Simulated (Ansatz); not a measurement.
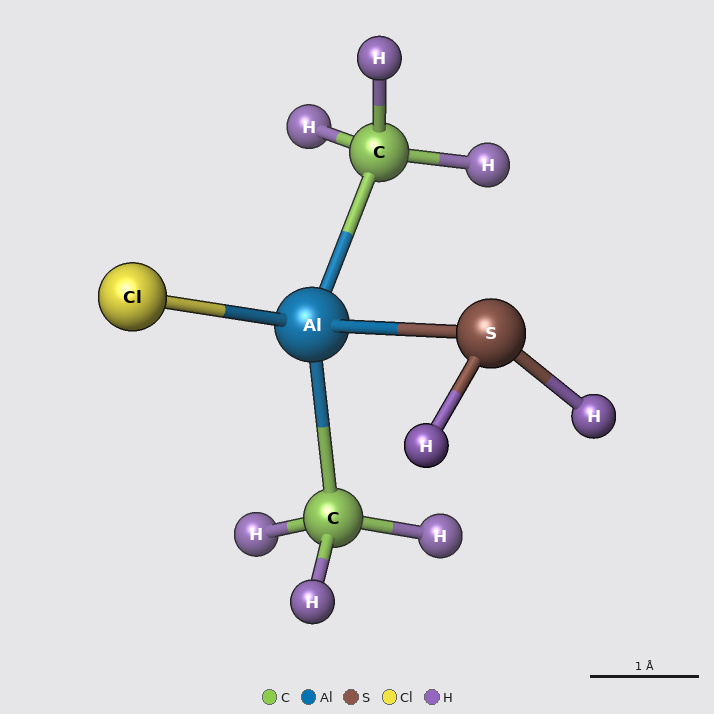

A ball-and-stick model of a molecule. Every bond is drawn as one stick, whatever its order.

Description:

It has 13 atoms: 2 carbon, 8 hydrogen, 1 aluminium, 1 chlorine and 1 sulfur (C₂H₈AlClS). Its SMILES string is `[CH3][Al-]([CH3])([SH2+])[Cl]`. The point group is C1. Coordination, clear cases only: 2 C tetrahedral; 1 S trigonal pyramidal.

More results for the same structure follow; atom numbers are the same in all pictures, views and colours differ. The computed structure is the end point of a PBE0-D4/def2-TZVP optimisation.

**Geometry**

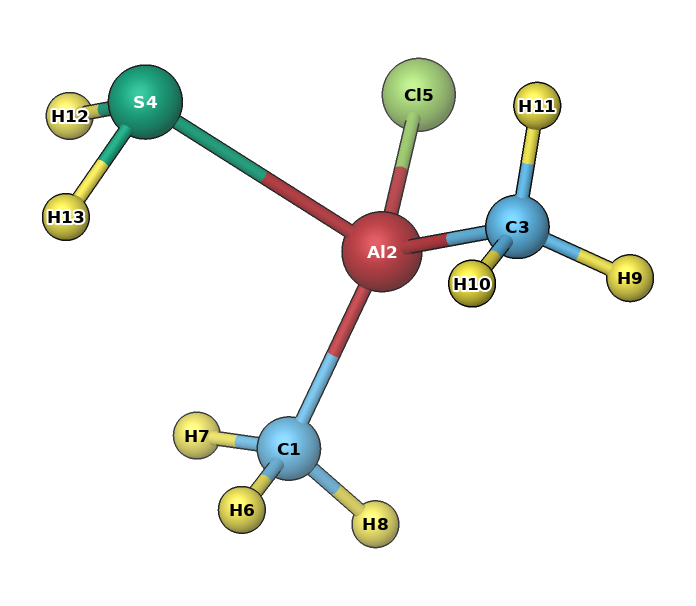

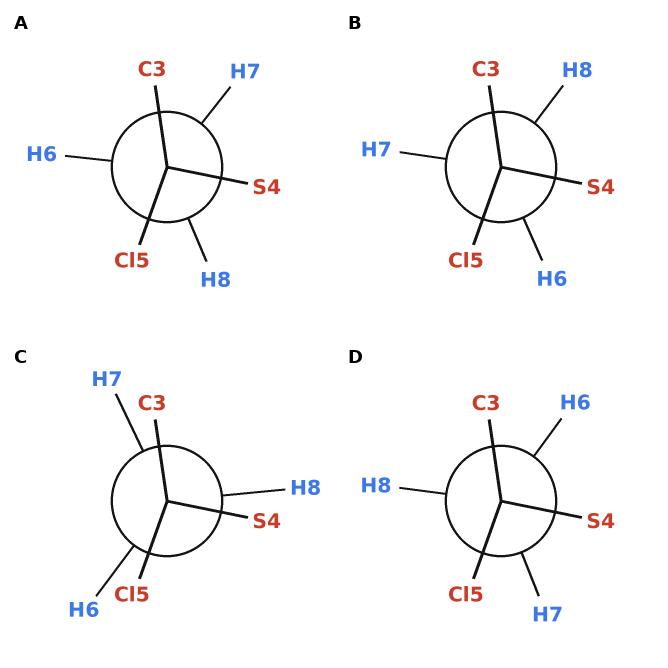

Atoms fade into the background with distance from the viewer. Bonds that would overlap in a projection are set slightly apart.

Which Newman projection shows the view along Al2–C1, with Al2 in front?

D. The torsion angle Cl5–Al2–C1–H6 is −163°, antiperiplanar (anti).

**Charges**

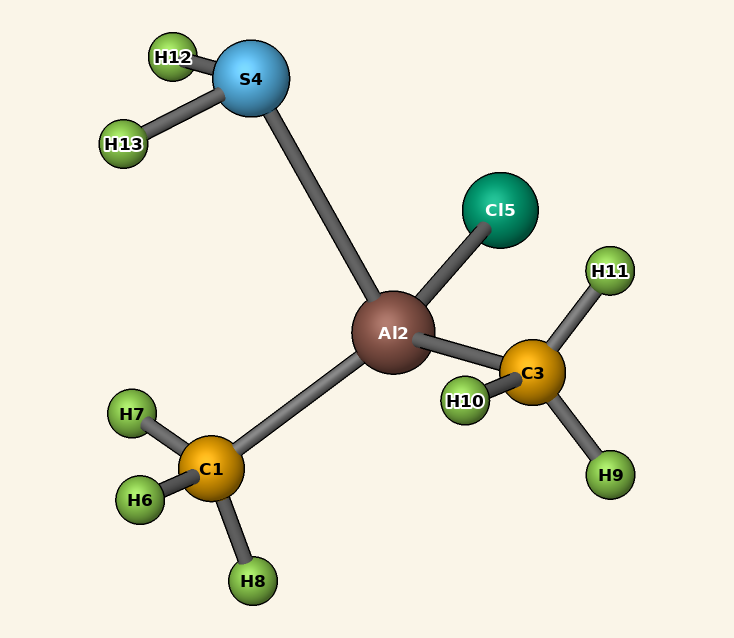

The questions are on Mulliken charges. Properties computed with RKS PBE-D4/def2-TZVPP (Ansatz 0.2.0).

Which atom carries the highest charge (most positive or least negative)?

Al2 (0.47 e).

And the lowest?

C1, C3 (−0.46 e).

Give the Mulliken charges atom by atom.

| atom | value (e) |
| --- | --- |
| C1 | −0.46 |
| Al2 | 0.47 |
| C3 | −0.46 |
| S4 | −0.07 |
| Cl5 | −0.31 |
| H6 | 0.08 |
| H7 | 0.08 |
| H8 | 0.10 |
| H9 | 0.10 |
| H10 | 0.08 |
| H11 | 0.09 |
| H12 | 0.16 |
| H13 | 0.14 |

**Vibrations**

Harmonic vibrations computed with RKS PBE0-D4/def2-TZVP (Ansatz 0.2.0) at a stationary point of the same level.

List the wavenumbers.

33 modes: 86, 88, 101, 109, 118, 154, 156, 161, 230, 423, 429, 481, 597, 602, 622, 691, 711, 736, 1195, 1219, 1221, 1439, 1443, 1445, 1451, 2706, 2724, 3030, 3033, 3106, 3108, 3117, 3122 cm⁻¹.

**Electronic properties**

Method: RKS PBE0-D4/def2-QZVPP (Ansatz 0.2.0).

Predict the main results.

- HOMO energy (Kohn–Sham orbital): −7.43 eV
- LUMO energy (Kohn–Sham orbital): −0.70 eV
- HOMO–LUMO gap: 6.73 eV
- dispersion correction: −26.4 kJ/mol

Mulliken values depend strongly on the basis set and can even reverse the polarity of a bond.
